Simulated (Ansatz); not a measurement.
# linear Pd chain under tension and compression, part 2 of 3

Wanted: energy, moment and open channels of the linear Pd chain from 12 % compression to 30 % stretch.

Ansatz 0.2.0; DFT PBE, plane waves, PAW; relaxation of a chain's period (the session's first sound run).

So far, absolute moment (μB): step 2 (relaxing the period) 0.270.

## 3. At a set period, period over the relaxed period 0.88, k-mesh 1×1×38

This step: DFT PBE, plane waves, PAW; channels and complex bands of a perfect chain (Ansatz 0.2.0).

The period is set to 0.88 times the relaxed one: shorter bonds widen the bands.

The cell differs from the one that the last finished run ended in (c 2.418 → 2.128 Å).

input.yaml

```yaml
crystal:
  lattice:
    - [7.5, 0.0, 0.0]
    - [0.0, 7.5, 0.0]
    - [0.0, 0.0, 2.1277944965]
  atoms:
    - { symbol: Pd, position: [0.5, 0.5, 0.0], spin: 0.24 }
magnetization:
  spin_polarized: true
kpoints:
  mp_grid: { grid: [1, 1, 38] }
scf:
  occupations: { method: fermi_dirac, width: 0.05 }
hamiltonian:
  xc: pbe
output:
  transmission:
    e_range: [-2, 2]
    de: 0.035
    kmesh: [1, 1]
    reduced_basis: true
    leads: [[0, 0]]
  stress: true
```

Command:

```bash
$ ansatz run input.yaml --threads 4 --pin off --max-ram 8192MiB --backend cpu --events-out ev --progress --plain --runs-dir out
```

Numbers of over 12 decimals in the logs are rounded to 6 here.

What it wrote:

```text
[...]
Crystal: 1 atoms, lattice volume = 119.688 Å³
Basis set: ecut = 420 eV, 2351 PW (Γ)
Bands: 14, of which v1, the nominal top of the filled ones, is band 9 counted from 1 (8 counted from 0)
Symmetry: 16 space group operations
[...]
k-points: 20 of 38
[...]
Starting moments: Σ|m| = 0.24 μB on 1 of 1 site
[...]
SCF iter   1: F=—  HF=-6971.133679 eV  |F-HF|=—  |Δ(HF+E_count)|=         —  Δρ=3.49e-2 (↑3.49e-2 ↓2.81e-2)  dr2=6.09e0  dr2_m=2.27e-2  M=0.067 μB ∫|m|=0.069 μB  β_m=0.30  ethr=3.10e-3  ⟨swp⟩=4.7  Hψ=2842  notcnv=0
[...]
SCF iter  14: F=-6969.845449 eV  HF=-6969.845449 eV  |F-HF|=9.09e-13  |Δ(HF+E_count)|=  3.18e-11  Δρ=1.59e-8 (↑1.06e-8 ↓1.59e-8)  dr2=1.38e-13  dr2_m=1.60e-13  M=0.000 μB ∫|m|=0.000 μB  ethr=1.00e-12  ⟨swp⟩=2.0  Hψ=1043  notcnv=0
SCF 1 converged in 14 iterations: F = -6969.845449 eV  dr2 = 1.38e-13
[...]
WARN: the starting moments were not kept: the SCF closed with an absolute magnetisation of 4.2e-7 μB, where they sum to 0.24 μB in size (1 site). That is at most 0.1 of that sum. Measured as dr2_m measures the in/out step, that magnetisation stands 3.8e-14 eV from none, at or under the dr2_threshold of 1.0e-7 eV: it is no larger than a step whose dr2_m would equal this threshold. The system may hold no moment; this S [...]
transmission: 6 of 36 steps passed
transmission: 9 of 36 steps passed
[...]
transmission: 36 of 36 steps passed
SCF converged after 14 iterations
Magnetization: 0.0000 μB (9.0000 up, 9.0000 down)
Absolute magnetization: 0.0000 μB (∫|ρ↑−ρ↓|, with the PAW one-centre terms)
[...]
Per-site moments (μB) at R_I (Å): [(3.609365385952825e-10, 0.877715)]
Free energy (F): -6969.845449 eV
[...]
Internal energy: -6969.837699 eV  (E = F + TS)
E sigma→0 (E₀):  -6969.841574 eV
Entropy (-TS):   -0.007750 eV (-7.750 meV/atom)
Fermi energy:    -2.135755 eV
[...]
--- Stress (GPa, compression-positive) ---
       -0.142580       0.000000       0.000000
        0.000000      -0.142580       0.000000
        0.000000       0.000000      13.696235
  P = ⅓ Tr σ = 4.4704 GPa (44.704 kbar)
--- Band table (eV; the first three rows and the last of 40) ---
  k-point 0 ↑: bands = [... 5 lower, -4.6819, -4.6785, -3.6052, -1.6310, -1.6310, 0.8779, 0.8779, 2.7403, ... 1 higher]
  k-point 1 ↑: bands = [... 5 lower, -4.6733, -4.6699, -3.5846, -1.7214, -1.7214, 0.9467, 0.9467, 2.7628, ... 1 higher]
  k-point 2 ↑: bands = [... 5 lower, -4.6478, -4.6445, -3.5228, -1.9672, -1.9672, 1.1307, 1.1307, 2.8302, ... 1 higher]
  k-point 19 ↓: bands = [... 5 lower, -7.5140, -3.2820, -3.2815, -1.6569, 4.3902, 8.6001, 9.2397, 9.2397, ... 1 higher]
--- Transmission ---
  basis      : 497 plane waves across, 3 finite elements along
  points     : 1, standing for a mesh of 1 x 1
  filling    : by the input's occupations and mesh, since the crystals that have channels conduct as metals do. If one of these is a semiconductor, that mesh has misplaced its level
  energies   : 115 from -2.000000 to 1.990000 eV about the Fermi level, 0.035000 eV apart; the leads are filled to 0.000000 eV, and channels, transmission and decay are at -0.005000 eV
  crystal 0  : Pd1, at the sites [0, 0], period 2.1278 Å: whole cells are its period
    offset         : up to 0.0000 Å between an atom of the period and one for which it stands
    filled         : 8.7 meV under the level at which it is neutral
    channels       : 4.000000e0 up, 4.000000e0 down
    conductance    : 5.5098e14 S/m² at 300 K; may be off by some 0.0 % by where its bands' edges are placed, 0.0 % from the distance to neutral
```

Wall time 17 s (4 threads of Arm Neoverse V2, shared host); peak memory 0.42 GiB; 54 s of CPU time.

Numbers from this step:

* energy at zero smearing: -6969.8416 eV
* channels at the energy nearest the Fermi level, spin up: 4
* channels at the energy nearest the Fermi level, spin down: 4
* conductance of the lead as this run defines it: 4.000 G₀
* band gap: 0 eV

The open channels of the lead by energy, zero at the Fermi level:

```csv
energy (eV),spin up,spin down
-2.000,5,5
-1.510,5,5
-0.985,4,4
-0.495,4,4
-0.005,4,4
0.485,3,3
1.010,1,1
1.500,1,1
```

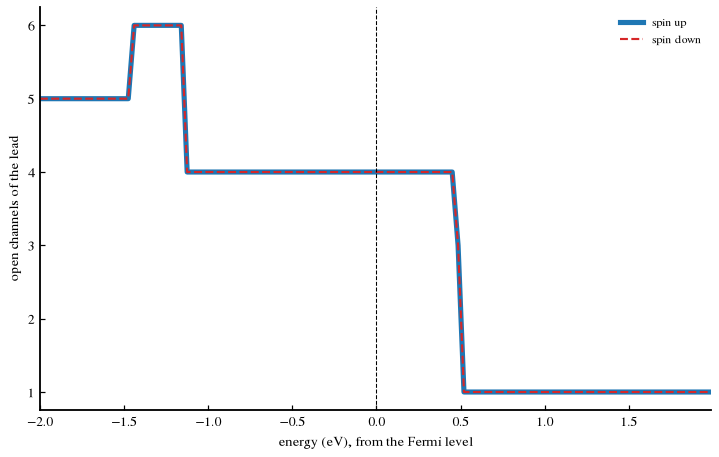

Open channels of the lead against energy.

At the computed energy nearest the Fermi level there are 4 spin-up and 4 spin-down channels, and the thermal average gives 4.00 G₀.

## 4. At a set period, period over the relaxed period 0.92, k-mesh 1×1×36

The period is set to 0.92 times the relaxed one: shorter bonds widen the bands.

The cell differs from the one that the last finished run ended in (c 2.128 → 2.225 Å).

Edit input.yaml of step 3 so:

```diff
@@ -4,3 +4,3 @@
     - [0.0, 7.5, 0.0]
-    - [0.0, 0.0, 2.1277944965]
+    - [0.0, 0.0, 2.2245124282]
   atoms:
@@ -10,3 +10,3 @@
 kpoints:
-  mp_grid: { grid: [1, 1, 38] }
+  mp_grid: { grid: [1, 1, 36] }
 scf:
```

What it wrote:

```text
[...]
Crystal: 1 atoms, lattice volume = 125.129 Å³
Basis set: ecut = 420 eV, 2463 PW (Γ)
Bands: 14, of which v1, the nominal top of the filled ones, is band 9 counted from 1 (8 counted from 0)
Symmetry: 16 space group operations
[...]
k-points: 19 of 36
[...]
Starting moments: Σ|m| = 0.24 μB on 1 of 1 site
[...]
--- Transmission ---
  basis      : 497 plane waves across, 3 finite elements along
  points     : 1, standing for a mesh of 1 x 1
[...]
crystal 0  : Pd1, at the sites [0, 0], period 2.2245 Å: whole cells are its period
[...]
filled         : 5.6 meV over the level at which it is neutral
    channels       : 4.000000e0 up, 4.000000e0 down
[...]
[key lines of the parts left out:]
SCF converged after 15 iterations
Magnetization: -0.0000 μB (9.0000 up, 9.0000 down)
Free energy (F): -6970.186353 eV
Fermi energy:    -2.350731 eV
P = ⅓ Tr σ = 2.1921 GPa (21.921 kbar)
```

Elapsed: 16 s, on 4 threads; peak memory 0.42 GiB; 53 s of CPU time.

At the computed energy nearest the Fermi level there are 4 spin-up and 4 spin-down channels, and the thermal average gives 4.00 G₀.

## 5. At a set period, period over the relaxed period 0.96, k-mesh 1×1×35

The period is set to 0.96 times the relaxed one: shorter bonds widen the bands.

The cell differs from the one that the last finished run ended in (c 2.225 → 2.321 Å).

Edit input.yaml of step 4 so:

```diff
@@ -4,3 +4,3 @@
     - [0.0, 7.5, 0.0]
-    - [0.0, 0.0, 2.2245124282]
+    - [0.0, 0.0, 2.3212303599]
   atoms:
@@ -10,3 +10,3 @@
 kpoints:
-  mp_grid: { grid: [1, 1, 36] }
+  mp_grid: { grid: [1, 1, 35] }
 scf:
```

What it wrote:

```text
[...]
Crystal: 1 atoms, lattice volume = 130.569 Å³
Basis set: ecut = 420 eV, 2527 PW (Γ)
Bands: 14, of which v1, the nominal top of the filled ones, is band 9 counted from 1 (8 counted from 0)
Symmetry: 16 space group operations
[...]
k-points: 18 of 35
[...]
Starting moments: Σ|m| = 0.24 μB on 1 of 1 site
[...]
--- Transmission ---
  basis      : 497 plane waves across, 3 finite elements along
  points     : 1, standing for a mesh of 1 x 1
[...]
crystal 0  : Pd1, at the sites [0, 0], period 2.3212 Å: whole cells are its period
[...]
filled         : 2.3 meV over the level at which it is neutral
    channels       : 4.000000e0 up, 4.000000e0 down
[...]
[key lines of the parts left out:]
SCF converged after 14 iterations
Magnetization: -0.0000 μB (9.0000 up, 9.0000 down)
Free energy (F): -6970.339650 eV
Fermi energy:    -2.515579 eV
P = ⅓ Tr σ = 0.7656 GPa (7.656 kbar)
```

It took 15 s on 4 threads; peak memory 0.4 GiB.

At the computed energy nearest the Fermi level there are 4 spin-up and 4 spin-down channels, and the thermal average gives 4.00 G₀.

## 6. The chain at a fixed length, period over the relaxed period 1, k-mesh 1×1×34

The period is set to 1.0 times the relaxed one, as the point of reference.

Edit input.yaml of step 5 so:

```diff
@@ -4,3 +4,3 @@
     - [0.0, 7.5, 0.0]
-    - [0.0, 0.0, 2.3212303599]
+    - [0.0, 0.0, 2.4179482915]
   atoms:
@@ -10,3 +10,3 @@
 kpoints:
-  mp_grid: { grid: [1, 1, 35] }
+  mp_grid: { grid: [1, 1, 34] }
 scf:
```

What it wrote:

```text
[...]
Crystal: 1 atoms, lattice volume = 136.010 Å³
Basis set: ecut = 420 eV, 2633 PW (Γ)
Bands: 14, of which v1, the nominal top of the filled ones, is band 9 counted from 1 (8 counted from 0)
Symmetry: 16 space group operations
[...]
k-points: 18 of 34
[...]
Starting moments: Σ|m| = 0.24 μB on 1 of 1 site
[...]
--- Transmission ---
  basis      : 497 plane waves across, 3 finite elements along
  points     : 1, standing for a mesh of 1 x 1
[...]
crystal 0  : Pd1, at the sites [0, 0], period 2.4179 Å: whole cells are its period
[...]
filled         : 6.7 meV under the level at which it is neutral
    channels       : 4.000000e0 up, 4.000000e0 down
[...]
[key lines of the parts left out:]
SCF converged after 14 iterations
Magnetization: 0.1847 μB (9.0923 up, 8.9077 down)
Free energy (F): -6970.378014 eV
Fermi energy:    -2.652138 eV
P = ⅓ Tr σ = -0.1006 GPa (-1.006 kbar)
```

It took 16 s on 4 threads; peak memory 0.4 GiB.

The open channels of the lead by energy, zero at the Fermi level:

```csv
energy (eV),spin up,spin down
-2.000,3,3
-1.510,3,3
-0.985,5,5
-0.495,4,4
-0.005,4,4
0.485,1,1
1.010,1,1
1.500,1,1
```

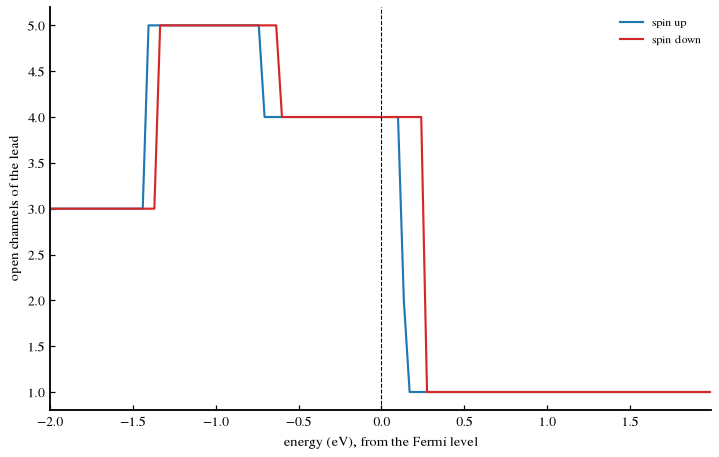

Open channels of the lead, plotted against energy.

At the computed energy nearest the Fermi level there are 4 spin-up and 4 spin-down channels, and the thermal average gives 3.98 G₀.

## 7. At a set period, period over the relaxed period 1.04, k-mesh 1×1×32

The period is set to 1.04 times the relaxed one: longer bonds narrow the bands.

The cell differs from the one that the last finished run ended in (c 2.418 → 2.515 Å).

Edit input.yaml of step 6 so:

```diff
@@ -4,3 +4,3 @@
     - [0.0, 7.5, 0.0]
-    - [0.0, 0.0, 2.4179482915]
+    - [0.0, 0.0, 2.5146662232]
   atoms:
@@ -10,3 +10,3 @@
 kpoints:
-  mp_grid: { grid: [1, 1, 34] }
+  mp_grid: { grid: [1, 1, 32] }
 scf:
```

What it wrote:

```text
[...]
Crystal: 1 atoms, lattice volume = 141.450 Å³
Basis set: ecut = 420 eV, 2769 PW (Γ)
Bands: 14, of which v1, the nominal top of the filled ones, is band 9 counted from 1 (8 counted from 0)
Symmetry: 16 space group operations
[...]
k-points: 17 of 32
[...]
Starting moments: Σ|m| = 0.24 μB on 1 of 1 site
[...]
--- Transmission ---
  basis      : 497 plane waves across, 4 finite elements along
  points     : 1, standing for a mesh of 1 x 1
[...]
crystal 0  : Pd1, at the sites [0, 0], period 2.5147 Å: whole cells are its period
[...]
filled         : 12.8 meV over the level at which it is neutral
    channels       : 1.000000e0 up, 4.000000e0 down
[...]
[key lines of the parts left out:]
SCF converged after 16 iterations
Magnetization: 0.6989 μB (9.3494 up, 8.6506 down)
Free energy (F): -6970.359296 eV
Fermi energy:    -2.710518 eV
P = ⅓ Tr σ = -0.4807 GPa (-4.807 kbar)
```

The job ended after 25 s (4 threads; peak memory 0.47 GiB).

At the computed energy nearest the Fermi level there are 1 spin-up and 4 spin-down channels, and the thermal average gives 2.52 G₀. The change of length costs 0.015 eV a cell and leaves an absolute moment of 0.70 μB a cell.

For the conductance of the lead as this run defines it, step 3 gave 4.00 G₀; this run, with period over the relaxed period 1.04 and k-mesh 1×1×32, gives 2.52 G₀ (-37 %).

## 8. The chain at a fixed length, period over the relaxed period 1.08, k-mesh 1×1×31

The period is set to 1.08 times the relaxed one: longer bonds narrow the bands.

The cell differs from the one that the last finished run ended in (c 2.515 → 2.611 Å).

Edit input.yaml of step 7 so:

```diff
@@ -4,3 +4,3 @@
     - [0.0, 7.5, 0.0]
-    - [0.0, 0.0, 2.5146662232]
+    - [0.0, 0.0, 2.6113841549]
   atoms:
@@ -10,3 +10,3 @@
 kpoints:
-  mp_grid: { grid: [1, 1, 32] }
+  mp_grid: { grid: [1, 1, 31] }
 scf:
```

What it wrote:

```text
[...]
Crystal: 1 atoms, lattice volume = 146.890 Å³
Basis set: ecut = 420 eV, 2897 PW (Γ)
Bands: 14, of which v1, the nominal top of the filled ones, is band 9 counted from 1 (8 counted from 0)
Symmetry: 16 space group operations
[...]
k-points: 16 of 31
[...]
Starting moments: Σ|m| = 0.24 μB on 1 of 1 site
[...]
--- Transmission ---
  basis      : 497 plane waves across, 4 finite elements along
  points     : 1, standing for a mesh of 1 x 1
[...]
crystal 0  : Pd1, at the sites [0, 0], period 2.6114 Å: whole cells are its period
[...]
filled         : 3.5 meV over the level at which it is neutral
    channels       : 1.000000e0 up, 4.000000e0 down
[...]
[key lines of the parts left out:]
SCF converged after 13 iterations
Magnetization: 0.7075 μB (9.3538 up, 8.6462 down)
Free energy (F): -6970.299518 eV
Fermi energy:    -2.747280 eV
P = ⅓ Tr σ = -0.8211 GPa (-8.211 kbar)
```

The job ended after 22 s (4 threads; peak memory 0.45 GiB; 76 s of CPU time).

At the computed energy nearest the Fermi level there are 1 spin-up and 4 spin-down channels, and the thermal average gives 2.50 G₀. The change of length costs 0.076 eV a cell and leaves an absolute moment of 0.71 μB a cell.

Between step 3 and this run (period over the relaxed period 1.08 and k-mesh 1×1×31) the value for the conductance of the lead as this run defines it moves from 4.00 G₀ to 2.50 G₀ (-37 %).

## 9. The chain at a fixed length, period over the relaxed period 1.13, k-mesh 1×1×30

The period is set to 1.13 times the relaxed one: longer bonds narrow the bands.

The cell differs from the one that the last finished run ended in (c 2.611 → 2.732 Å).

Edit input.yaml of step 8 so:

```diff
@@ -4,3 +4,3 @@
     - [0.0, 7.5, 0.0]
-    - [0.0, 0.0, 2.6113841549]
+    - [0.0, 0.0, 2.7322815694]
   atoms:
@@ -10,3 +10,3 @@
 kpoints:
-  mp_grid: { grid: [1, 1, 31] }
+  mp_grid: { grid: [1, 1, 30] }
 scf:
```

What it wrote:

```text
[...]
Crystal: 1 atoms, lattice volume = 153.691 Å³
Basis set: ecut = 420 eV, 3057 PW (Γ)
Bands: 14, of which v1, the nominal top of the filled ones, is band 9 counted from 1 (8 counted from 0)
Symmetry: 16 space group operations
[...]
k-points: 16 of 30
[...]
Starting moments: Σ|m| = 0.24 μB on 1 of 1 site
[...]
--- Transmission ---
  basis      : 497 plane waves across, 4 finite elements along
  points     : 1, standing for a mesh of 1 x 1
[...]
crystal 0  : Pd1, at the sites [0, 0], period 2.7323 Å: whole cells are its period
[...]
filled         : 0.3 meV over the level at which it is neutral
    channels       : 1.000000e0 up, 4.000000e0 down
[...]
[key lines of the parts left out:]
SCF converged after 12 iterations
Magnetization: 0.6977 μB (9.3488 up, 8.6512 down)
Free energy (F): -6970.190213 eV
Fermi energy:    -2.761329 eV
P = ⅓ Tr σ = -1.0120 GPa (-10.120 kbar)
```

Elapsed: 23 s, on 4 threads; peak memory 0.44 GiB.

The open channels of the lead by energy, zero at the Fermi level:

```csv
energy (eV),spin up,spin down
-2.000,3,1
-1.510,3,3
-0.985,5,3
-0.495,3,5
-0.005,1,4
0.485,1,1
1.010,1,1
1.500,1,1
```

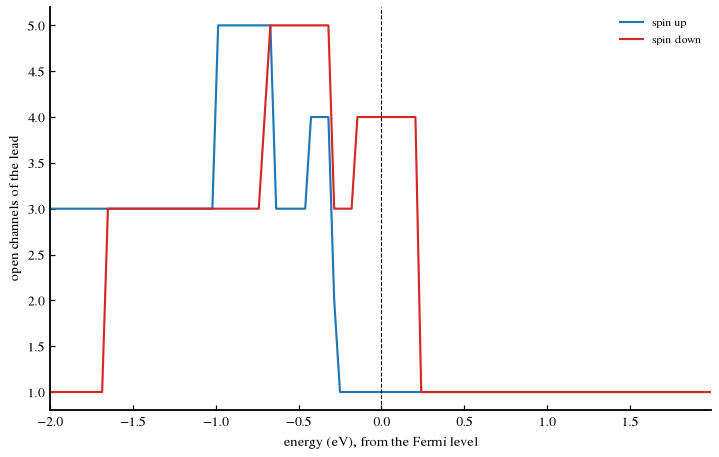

Open channels of the lead, plotted against energy.

At the computed energy nearest the Fermi level there are 1 spin-up and 4 spin-down channels, and the thermal average gives 2.50 G₀. The change of length costs 0.187 eV a cell and leaves an absolute moment of 0.70 μB a cell.

(Continued in part 3 of 3.)

[Logs are printed without paths, hosts, clocks, repeated set-up lines and the standing remarks that a program may print on its own settings, such as how far it seeks lower states.]

[Hosts, paths, dates, database ids (printed as entryN), source tags and the programs' standing remarks are cut or masked in the printed files.]
